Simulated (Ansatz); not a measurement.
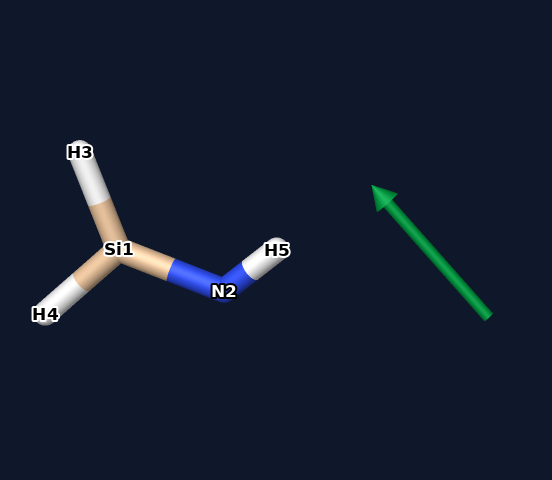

The arrow beside the molecule shows the direction of the dipole moment, from the negative to the positive end (its length means nothing). Computed geometry: PBE0-D4/def2-TZVP optimisation. Method: RKS PBE0-D4/def2-TZVP (Ansatz 0.2.0).

### How large is the dipole moment?

2.43 D; it points from the side of N2, H5 to the side of H3 (the outermost atoms at the two ends).
